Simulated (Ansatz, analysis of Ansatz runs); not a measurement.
## A hop of Li in Li4TeO5 (P-1), charge +1

Aim: the barrier of one jump in Li4TeO5 (P-1) at charge +1: Li_i by the interstitialcy path. The model is a cell of 60 host atoms with 1 Li put in; Li is the atom that moves.

Main program and level: Ansatz 0.2.0; plane-wave PAW DFT, PBEsol; nudged elastic band between two relaxed defect structures at fixed charge in a uniform background.

## Step 1: Set-up

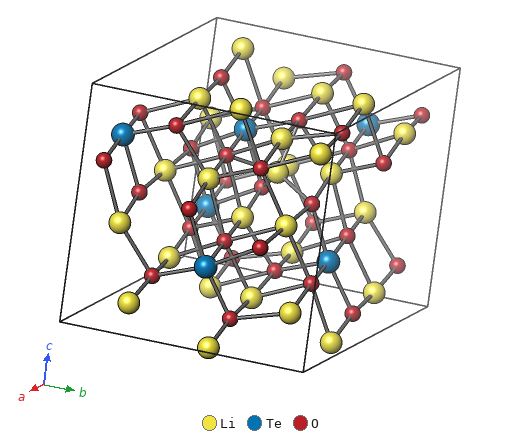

The starting structure, seen slightly off an axis (lithium yellow, tellurium blue, oxygen red). Some periodic images of atoms are drawn too.

The cell holds 61 atoms: 25 Li, 6 Te and 30 O. Cell: a = 10.479 Å, b = 7.972 Å, c = 7.763 Å, α = 93.6°, β = 110.7°, γ = 111.7°. It derives from Li4TeO5 (space group P-1). Nearest the centre at fractional (0.209, 0.245, 0.995): Li13 at 0.92 Å, Li61 at 0.92 Å, O34 at 1.74 Å, O46 at 1.82 Å, O43 at 1.93 Å, Te28 at 2.42 Å, Li2 at 2.48 Å, O40 at 2.52 Å. The cell carries charge +1.

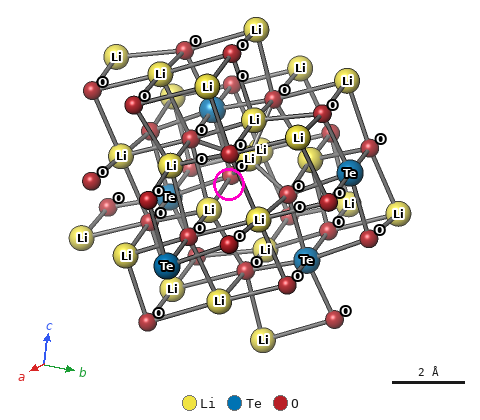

The atoms within 5 Å of the centre. A ring marks the middle of the ideal hop wherever no atom is near it.

The cell's shortest repeat is 7.8 Å.

## Step 2: Relaxation of the start point, charge +1

The ends come first: from an unrelaxed start the top is counted from too high an energy, and the barrier comes out too low. Small random displacements break the symmetry of the ideal sites, so that the defect can distort if it gains by it. The charge of +1 is set by the electron count, and a uniform background keeps the cell neutral.

File qp1.start/input.yaml:

```yaml
crystal:
  lattice:
    - [9.17517823, 5.06309086, 0.00170529]
    - [-6.15626218, 5.06493119, 0.00225264]
    - [-1.61748691, -2.74512283, 7.07911415]
  atoms:
    - { symbol: Li, position: [0.07568669, 0.72746603, 0.31795695] }
    - { symbol: Li, position: [0.40902002, 0.3941327, 0.31795695] }
    - { symbol: Li, position: [0.74235335, 0.06079937, 0.31795695] }
    - { symbol: Li, position: [0.25764665, 0.93920063, 0.68204305] }
    - { symbol: Li, position: [0.59097998, 0.6058673, 0.68204305] }
    - { symbol: Li, position: [0.92431331, 0.27253397, 0.68204305] }
    - { symbol: Li, position: [0.0, 0.0, 0.5] }
    - { symbol: Li, position: [0.33333333, 0.66666667, 0.5] }
    - { symbol: Li, position: [0.66666667, 0.33333333, 0.5] }
    - { symbol: Li, position: [0.16666667, 0.83333333, 0.0] }
    - { symbol: Li, position: [0.5, 0.5, 0.0] }
    - { symbol: Li, position: [0.83333333, 0.16666667, 0.0] }
    - { symbol: Li, position: [0.20688351, 0.18622399, 0.88762303] }
    - { symbol: Li, position: [0.54021685, 0.85289065, 0.88762303] }
    - { symbol: Li, position: [0.87355018, 0.51955732, 0.88762303] }
    - { symbol: Li, position: [0.12644982, 0.48044268, 0.11237697] }
    - { symbol: Li, position: [0.45978315, 0.14710935, 0.11237697] }
    - { symbol: Li, position: [0.79311649, 0.81377601, 0.11237697] }
    - { symbol: Li, position: [0.30315146, 0.31033729, 0.60401838] }
    - { symbol: Li, position: [0.6364848, 0.97700396, 0.60401838] }
    - { symbol: Li, position: [0.96981813, 0.64367062, 0.60401838] }
    - { symbol: Li, position: [0.03018187, 0.35632938, 0.39598162] }
    - { symbol: Li, position: [0.3635152, 0.02299604, 0.39598162] }
    - { symbol: Li, position: [0.69684854, 0.68966271, 0.39598162] }
    - { symbol: Te, position: [0.22673729, 0.56237952, 0.78791161] }
    - { symbol: Te, position: [0.56007062, 0.22904618, 0.78791161] }
    - { symbol: Te, position: [0.89340396, 0.89571285, 0.78791161] }
    - { symbol: Te, position: [0.10659604, 0.10428715, 0.21208839] }
    - { symbol: Te, position: [0.43992938, 0.77095382, 0.21208839] }
    - { symbol: Te, position: [0.77326271, 0.43762048, 0.21208839] }
    - { symbol: O, position: [0.06128058, 0.54787659, 0.84708533] }
    - { symbol: O, position: [0.39461391, 0.21454325, 0.84708533] }
    - { symbol: O, position: [0.72794725, 0.88120992, 0.84708533] }
    - { symbol: O, position: [0.27205275, 0.11879008, 0.15291467] }
    - { symbol: O, position: [0.60538609, 0.78545675, 0.15291467] }
    - { symbol: O, position: [0.93871942, 0.45212341, 0.15291467] }
    - { symbol: O, position: [0.20461279, 0.35858565, 0.33100694] }
    - { symbol: O, position: [0.53794612, 0.02525232, 0.33100694] }
    - { symbol: O, position: [0.87127946, 0.69191899, 0.33100694] }
    - { symbol: O, position: [0.12872054, 0.30808101, 0.66899306] }
    - { symbol: O, position: [0.46205388, 0.97474768, 0.66899306] }
    - { symbol: O, position: [0.79538721, 0.64141435, 0.66899306] }
    - { symbol: O, position: [0.32101236, 0.50871842, 0.04447217] }
    - { symbol: O, position: [0.65434569, 0.17538508, 0.04447217] }
    - { symbol: O, position: [0.98767903, 0.84205175, 0.04447217] }
    - { symbol: O, position: [0.01232097, 0.15794825, 0.95552783] }
    - { symbol: O, position: [0.34565431, 0.82461492, 0.95552783] }
    - { symbol: O, position: [0.67898764, 0.49128158, 0.95552783] }
    - { symbol: O, position: [0.07015601, 0.92048342, 0.75039732] }
    - { symbol: O, position: [0.40348934, 0.58715009, 0.75039732] }
    - { symbol: O, position: [0.73682268, 0.25381676, 0.75039732] }
    - { symbol: O, position: [0.26317732, 0.74618324, 0.24960268] }
    - { symbol: O, position: [0.59651066, 0.41284991, 0.24960268] }
    - { symbol: O, position: [0.92984399, 0.07951658, 0.24960268] }
    - { symbol: O, position: [0.17335754, 0.00949791, 0.42842845] }
    - { symbol: O, position: [0.50669088, 0.67616458, 0.42842845] }
    - { symbol: O, position: [0.84002421, 0.34283124, 0.42842845] }
    - { symbol: O, position: [0.15997579, 0.65716876, 0.57157155] }
    - { symbol: O, position: [0.49330912, 0.32383542, 0.57157155] }
    - { symbol: O, position: [0.82664246, 0.99050209, 0.57157155] }
    - { symbol: Li, position: [0.210177, 0.302898, 0.10287] }
total_charge: 1
basis:
  ecutwfc: 420
  xc_grid: 2
hamiltonian:
  xc: pbesol
kpoints:
  mp_grid: { grid: [1, 1, 1] }
scf:
  occupations: { method: fixed }
  max_iter: 80
output:
  forces: true
relax:
  f_tol: 0.02
  max_steps: 70
  random_displacement: { amplitude: 0.03, seed: 4311 }
```

The run is started by

```bash
$ ansatz run input.yaml --threads 4 --pin off --max-ram 7536MiB --backend cpu --events-out ev --progress --plain --runs-dir out
```

Numbers of over 12 decimals in the logs are rounded to 6 here.

What it wrote:

```text
[... repeated set-up lines and file paths are left out, and long positions are rounded to six places ...]
The last accepted step is kept in <dir> (removed where the run ends without a failure and the disk answers)
Engine: ansatz 0.2.0, aarch64-unknown-linux-gnu
Pseudopotentials: kind: paw
Pseudopotential: Li, paw, valence charge 3, recommended cutoff 420 eV (normal), Li.paw.azcp
Pseudopotential: Te, paw, valence charge 16, recommended cutoff 420 eV (normal), Te.paw.azcp
Pseudopotential: O, paw, valence charge 6, recommended cutoff 420 eV (normal), O.paw.azcp
Functional definition: PBEsol
  exchange = pbesol_x
  correlation = pbesol_c
Crystal: 61 atoms, lattice volume = 549.713 Å³
Basis set: ecut = 420 eV, 10749 PW (Γ), exchange–correlation on 144×108×108 points (8 copies of the dense FFT grid, shifted against one another)
Bands: 236, of which v1, the nominal top of the filled ones, is band 175 counted from 1 (174 counted from 0)
Symmetry: 1 space group operations
k-points: 1
Non-local potential: Li, projectors of the file, l = 0: 3, l = 1: 2, l = 2: 1
Non-local potential: Te, projectors of the file, l = 0: 2, l = 1: 2, l = 2: 2, l = 3: 2
Non-local potential: O, projectors of the file, l = 0: 2, l = 1: 2, l = 2: 1
PAW form: soft (Blöchl's): semilocal exchange-correlation on the pseudo side does not see the compensation charge
PAW frozen core: Te, regenerated for the run's functional, and the local potential with it (the file was generated under x = pbe(κ = 0.804, μ = 0.219515), c = pbe(β = 0.066725))
PAW frozen core: O, regenerated for the run's functional, and the local potential with it (the file was generated under x = pbe(κ = 0.804, μ = 0.219515), c = pbe(β = 0.066725))
PAW one-centre angular grid: Li, 110 points (default); XC on 64 Gauss nodes
PAW one-centre angular grid: Te, 590 points (default); XC on 64 Gauss nodes
PAW one-centre angular grid: O, 110 points (default); XC on 64 Gauss nodes
Initial density: superposition of atomic densities (neutral atoms scaled as one to the charged cell's electrons: chi_scale 0, normalization atom), corrected by the library's trained network
Initial wavefunctions: pseudopotential atomic-orbital guess
Functional: x = pbesol(κ = 0.804, μ = 0.123457), c = pbesol(β = 0.046)
SCF iter   1: F=—  HF=-63346.919201 eV  |F-HF|=—  |Δ(HF+E_count)|=         —  Δρ=1.11e-2  dr2=7.29e-1  ethr=1.77e-3  ⟨swp⟩=4.0  Hψ=769  notcnv=0  defer=59
preconditioner: auto → Resta (q_TF=auto, 2.531 Å⁻¹)  ε∞=3.4  [insulator: Δε(μ)=2.543 eV  Ē_g=15.912 eV  n_scr=144 (ndim 8)  ℏωp=24.5 eV  f_vac=0.000  ε∞_Penn≈3.4]
SCF iter   2: F=—  HF=-63346.704259 eV  |F-HF|=—  |Δ(HF+E_count)|=   2.15e-1  Δρ=2.71e-3  dr2=3.99e-2  ethr=2.08e-4  ⟨swp⟩=3.0  Hψ=317  notcnv=0  defer=59
SCF iter   3: F=—  HF=-63346.691859 eV  |F-HF|=—  |Δ(HF+E_count)|=   1.24e-2  Δρ=1.27e-3  dr2=1.12e-2  ethr=1.14e-5  ⟨swp⟩=3.0  Hψ=270  notcnv=0  defer=49
automatic band count: iteration 3 solves 226 bands in place of 236: the levels show a gap, and the empty bands left out lie too high to hold charge; the band table lists the bands solved (type scf.n_extra_bands for more)
SCF iter   4: F=—  HF=-63346.688031 eV  |F-HF|=—  |Δ(HF+E_count)|=   3.83e-3  Δρ=8.05e-4  dr2=3.26e-3  ethr=3.19e-6  ⟨swp⟩=2.0  Hψ=302  notcnv=0  defer=49
SCF iter   5: F=—  HF=-63346.687441 eV  |F-HF|=—  |Δ(HF+E_count)|=   5.90e-4  Δρ=2.20e-4  dr2=3.32e-4  ethr=9.33e-7  ⟨swp⟩=2.0  Hψ=302  notcnv=0  defer=49
SCF iter   6: F=—  HF=-63346.687383 eV  |F-HF|=—  |Δ(HF+E_count)|=   5.77e-5  Δρ=1.19e-4  dr2=7.48e-5  ethr=9.47e-8  ⟨swp⟩=2.0  Hψ=301  notcnv=0  defer=49
SCF iter   7: F=-63346.687366 eV  HF=-63346.687371 eV  |F-HF|=4.86e-6  |Δ(HF+E_count)|=   1.22e-5  Δρ=4.27e-5  dr2=9.56e-6  ethr=2.86e-9  ⟨swp⟩=3.0  Hψ=816  notcnv=0
SCF 1 converged in 7 iterations: F = -63346.687366 eV  dr2 = 9.56e-6
  greatest PAW one-centre occupation: 1.001 electrons in one spin orbital (limit 2), on the Li atom at site 60 (counted from 0), in its partial waves of l = 0
relax step   1: F+E_penalty+E_count = -63346.68736593 eV  Δ(F+E_penalty+E_count) = +0.000e0 eV  max|allowed force component| = 9.314e0 eV/Å  Δτ_max = 0.0000 Å  (7 SCF iters, dr2 threshold 1.00e-5 eV, accepted)
[... the SCF cycles and remarks between the steps are left out from here to the last step ...]
relax step   2: F+E_penalty+E_count = -63348.69997694 eV  Δ(F+E_penalty+E_count) = -2.013e0 eV  max|allowed force component| = 2.389e0 eV/Å  Δτ_max = 0.1366 Å  (7 SCF iters, dr2 threshold 1.00e-4 eV, accepted)
relax step   3: F+E_penalty+E_count = -63349.37496752 eV  Δ(F+E_penalty+E_count) = -6.750e-1 eV  max|allowed force component| = 8.561e-1 eV/Å  Δτ_max = 0.2000 Å  (7 SCF iters, dr2 threshold 1.00e-4 eV, accepted)
relax step   4: F+E_penalty+E_count = -63349.56672132 eV  Δ(F+E_penalty+E_count) = -1.918e-1 eV  max|allowed force component| = 3.432e-1 eV/Å  Δτ_max = 0.2000 Å  (6 SCF iters, dr2 threshold 4.82e-5 eV, accepted)
relax step   5: F+E_penalty+E_count = -63349.58786752 eV  Δ(F+E_penalty+E_count) = -2.115e-2 eV  max|allowed force component| = 2.270e-1 eV/Å  Δτ_max = 0.2000 Å  (7 SCF iters, dr2 threshold 1.51e-5 eV, accepted)
relax step   6: F+E_penalty+E_count = -63349.61774101 eV  Δ(F+E_penalty+E_count) = -2.987e-2 eV  max|allowed force component| = 1.969e-1 eV/Å  Δτ_max = 0.2000 Å  (7 SCF iters, dr2 threshold 8.28e-6 eV, accepted)
relax step   7: F+E_penalty+E_count = -63349.66499096 eV  Δ(F+E_penalty+E_count) = -4.725e-2 eV  max|allowed force component| = 2.906e-1 eV/Å  Δτ_max = 0.1953 Å  (6 SCF iters, dr2 threshold 1.70e-5 eV, accepted)
relax step   8: F+E_penalty+E_count = -63349.76585184 eV  Δ(F+E_penalty+E_count) = -1.009e-1 eV  max|allowed force component| = 4.108e-1 eV/Å  Δτ_max = 0.1955 Å  (6 SCF iters, dr2 threshold 6.35e-5 eV, accepted)
relax step   9: F+E_penalty+E_count = -63349.89507801 eV  Δ(F+E_penalty+E_count) = -1.292e-1 eV  max|allowed force component| = 4.781e-1 eV/Å  Δτ_max = 0.1903 Å  (6 SCF iters, dr2 threshold 1.00e-4 eV, accepted)
relax step  10: F+E_penalty+E_count = -63350.06615340 eV  Δ(F+E_penalty+E_count) = -1.711e-1 eV  max|allowed force component| = 3.218e-1 eV/Å  Δτ_max = 0.1948 Å  (6 SCF iters, dr2 threshold 1.00e-4 eV, accepted)
relax step  11: F+E_penalty+E_count = -63350.19009151 eV  Δ(F+E_penalty+E_count) = -1.239e-1 eV  max|allowed force component| = 1.348e-1 eV/Å  Δτ_max = 0.2000 Å  (6 SCF iters, dr2 threshold 4.69e-5 eV, accepted)
relax step  12: F+E_penalty+E_count = -63350.20905855 eV  Δ(F+E_penalty+E_count) = -1.897e-2 eV  max|allowed force component| = 3.671e-2 eV/Å  Δτ_max = 0.1045 Å  (7 SCF iters, dr2 threshold 3.19e-6 eV, accepted)
SCF iter   1: F=—  HF=-63350.209878 eV  |F-HF|=—  |Δ(HF+E_count)|=         —  Δρ=8.21e-4  dr2=2.02e-3  ethr=6.38e-6  ⟨swp⟩=3.0  Hψ=455  notcnv=0  defer=49
automatic band count: iteration 1 solves 226 bands in place of 236: the levels show a gap, and the empty bands left out lie too high to hold charge; the band table lists the bands solved (type scf.n_extra_bands for more)
SCF iter   2: F=—  HF=-63350.209724 eV  |F-HF|=—  |Δ(HF+E_count)|=   1.54e-4  Δρ=4.17e-4  dr2=5.49e-4  ethr=5.77e-7  ⟨swp⟩=2.0  Hψ=261  notcnv=0  defer=48
SCF iter   3: F=—  HF=-63350.209738 eV  |F-HF|=—  |Δ(HF+E_count)|=   1.45e-5  Δρ=2.06e-4  dr2=2.13e-4  ethr=1.57e-7  ⟨swp⟩=2.0  Hψ=355  notcnv=0  defer=45
SCF iter   4: F=—  HF=-63350.209698 eV  |F-HF|=—  |Δ(HF+E_count)|=   4.05e-5  Δρ=4.33e-5  dr2=9.19e-6  ethr=6.07e-8  ⟨swp⟩=2.0  Hψ=301  notcnv=0  defer=45
SCF iter   5: F=—  HF=-63350.209710 eV  |F-HF|=—  |Δ(HF+E_count)|=   1.22e-5  Δρ=2.08e-5  dr2=1.85e-6  ethr=2.63e-9  ⟨swp⟩=2.0  Hψ=356  notcnv=0  defer=45
SCF iter   6: F=—  HF=-63350.209710 eV  |F-HF|=—  |Δ(HF+E_count)|=   2.05e-7  Δρ=8.23e-6  dr2=2.66e-7  ethr=5.30e-10  ⟨swp⟩=2.0  Hψ=338  notcnv=0  defer=45
SCF iter   7: F=-63350.209710 eV  HF=-63350.209710 eV  |F-HF|=2.76e-9  |Δ(HF+E_count)|=   1.31e-7  Δρ=2.46e-6  dr2=2.57e-8  ethr=2.86e-11  ⟨swp⟩=4.0  Hψ=694  notcnv=0
SCF 13 converged in 7 iterations: F = -63350.209710 eV  dr2 = 2.57e-8
relax step  13: F+E_penalty+E_count = -63350.20971046 eV  Δ(F+E_penalty+E_count) = -6.519e-4 eV  max|allowed force component| = 5.482e-3 eV/Å  Δτ_max = 0.0197 Å  (7 SCF iters, accepted)
SCF converged after 7 iterations
Free energy (F): -63350.209710 eV
Harris-Foulkes:  -63350.209710 eV  (|F-HF|=2.76e-9)
Internal energy: -63350.209710 eV  (E = F + TS)
E sigma→0 (E₀):  -63350.209710 eV
Fermi energy:    6.164868 eV
--- Per-component energies (eV) ---
  E_band       = -3660.155279
  E_kinetic    = 6951.301312
  E_local      = -21431.771581  (includes V_loc(G=0)·N_el)
  E_nonlocal   = -1213.876794
  E_hartree    = 9768.743751
  E_xc         = -3213.279711
  E_vxc        = -3806.553416  (∫ρ·V_xc dr)
  E_paw        = -32604.857031  (= ΣΔE_a)
  E_vpaw       = -3696.814319  (= ΣTr[D̂ρ^β])
  E_aug_tail   = 0.072493  (compensation charges beyond the density's cutoff)
  E_ewald      = -21609.849678
  E_core_change = 3.307528  (= ΣΔE_core)
  E_smearing   = -0.000000  (= −TS)
  E_closure    = -0.000000  (closes the sum)
  E_deformation_potential = 17.852088  (in the stress; not in F)
  Σ components = -63350.209710   (vs F -63350.209710, Δ=0.00e0)
--- Forces (eV/Å), atoms counted from 1 ---
  atom   1  Li     0.00090225     0.00003078     0.00032716
  atom   2  Li    -0.00083926    -0.00007904    -0.00078554
  [... 10 atoms left out ...]
  atom  13  Li    -0.00002110     0.00131533    -0.00071948
  [... 2 atoms left out ...]
  atom  16  Li    -0.00053092    -0.00043508    -0.00064636
  [... 11 atoms left out ...]
  atom  28  Te     0.00548069    -0.00063220    -0.00151778
  [... 3 atoms left out ...]
  atom  32  O     -0.00048294    -0.00089595     0.00012498
  [... 1 atom left out ...]
  atom  34  O     -0.00062836     0.00106850     0.00049374
  [... 5 atoms left out ...]
  atom  40  O      0.00066549    -0.00209026    -0.00106538
  [... 2 atoms left out ...]
  atom  43  O      0.00087479    -0.00152119    -0.00072693
  [... 2 atoms left out ...]
  atom  46  O     -0.00251996     0.00226829    -0.00073251
  [... 14 atoms left out ...]
  atom  61  Li    -0.00022163    -0.00065251    -0.00023507
  max |Σ_I F_I| component: 5.42e-5 eV/Å
--- Relaxed structure (13 steps of the walk, 13 accepted, 0 SCFs on fresh bases) ---
  F+E_penalty+E_count = -63350.20971046 eV   max|allowed force component| = 5.482e-3 eV/Å
  atoms:
    - { symbol: Li, position: [0.077047, 0.726013, 0.328448] }
    - { symbol: Li, position: [0.413806, 0.396294, 0.323333] }
    [... 10 atoms left out ...]
    - { symbol: Li, position: [0.184342, 0.119341, 0.662640] }
    [... 2 atoms left out ...]
    - { symbol: Li, position: [0.125122, 0.485236, 0.123365] }
    [... 11 atoms left out ...]
    - { symbol: Te, position: [0.103560, 0.104915, 0.221018] }
    [... 3 atoms left out ...]
    - { symbol: O, position: [0.388027, 0.209116, 0.847380] }
    [... 1 atom left out ...]
    - { symbol: O, position: [0.273036, 0.123471, 0.167971] }
    [... 5 atoms left out ...]
    - { symbol: O, position: [0.133405, 0.313572, 0.678794] }
    [... 2 atoms left out ...]
    - { symbol: O, position: [0.321324, 0.510224, 0.052320] }
    [... 2 atoms left out ...]
    - { symbol: O, position: [0.015455, 0.164276, 0.965268] }
    [... 14 atoms left out ...]
    - { symbol: Li, position: [0.217935, 0.226020, -0.052520] }
```

Run time: 30 s. Hardware: 4 threads of Arm Neoverse V2, shared host; peak memory 0.69 GiB.

Step by step:

```
step  energy less that of the first step (eV)  largest force component (eV/Å)
   1                                   0.0000                          9.3137
   2                                  -2.0126                          2.3895
   3                                  -2.6876                          0.8561
   4                                  -2.8794                          0.3432
   5                                  -2.9005                          0.2270
   6                                  -2.9304                          0.1969
   7                                  -2.9776                          0.2906
   8                                  -3.0785                          0.4108
   9                                  -3.2077                          0.4781
  10                                  -3.3788                          0.3218
  11                                  -3.5027                          0.1348
  12                                  -3.5217                          0.0367
  13                                  -3.5223                          0.0055
```

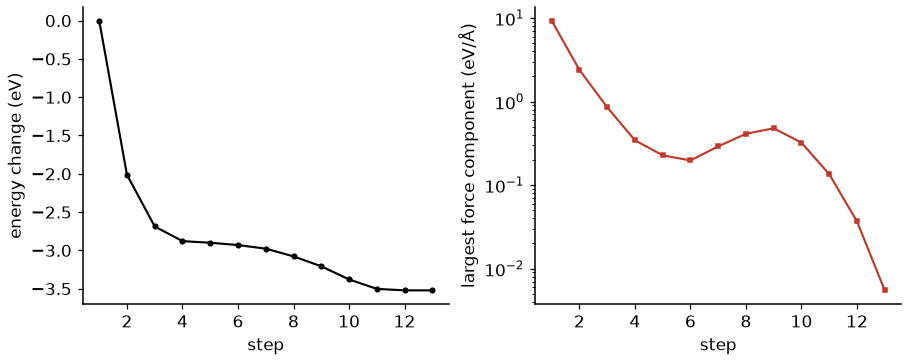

Energy and largest force along the relaxation.

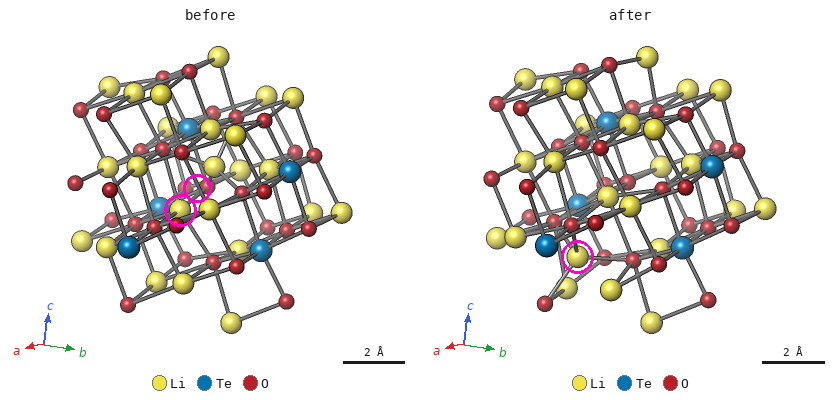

Before and after: the atoms that start within 5 Å of the centre. Li13, which moves most, is ringed if it is among them. A ring with no atom in it marks the middle of the ideal hop.

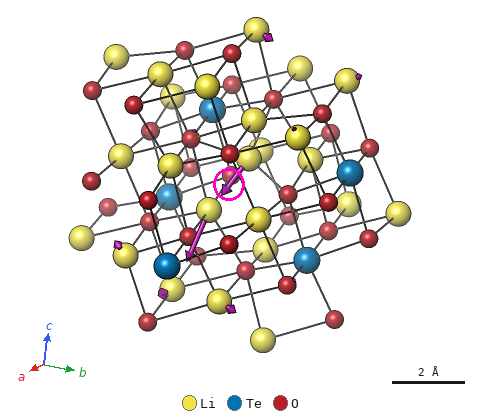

Displacements in the relaxation from the typed sites near the centre, scaled; the longest in the cell stands for 1.70 Å. A ring marks the middle of the ideal hop wherever no atom is near it.

The atoms that moved most (Å, from the sites as typed, ahead of the random displacement):

```
atom      dx      dy      dz  length
Li13   0.570   0.164  -1.592   1.699
Li61   0.797   0.076  -1.099   1.360
 Li7  -0.020  -0.432  -0.317   0.536
Li19  -0.120   0.451  -0.078   0.473
 Li4   0.286  -0.080   0.288   0.414
 Li8  -0.116   0.155   0.138   0.238
 O34  -0.043  -0.013   0.107   0.116
Li24  -0.014  -0.100   0.054   0.115
```

Neighbours of Li61 at the end:

```
atom  distance (Å)
 O34         1.939
 O46         2.051
 O43         2.074
Li13         2.174
 O32         2.223
 O40         2.227
 O49         2.316
Li17         2.736
 Li2         2.789
```

This step gave:

```yaml
free_energy: -63350.2097 eV
largest_move_from_the_ideal_geometry_of_this_structure_a_common_shift_of_the_far_atoms_taken_out: 1.744 Å
```

The relaxation gained 3.522 eV and ended with a largest force component of 0.0055 eV/Å.

(Continued in part 2 of 4.)

[Logs are printed without paths, hosts, clocks, repeated set-up lines and the standing remarks that a program may print on its own settings, such as how far it seeks lower states.]

[Hosts, paths, dates, database ids (printed as entryN), source tags and the programs' standing remarks are cut or masked in the printed files.]
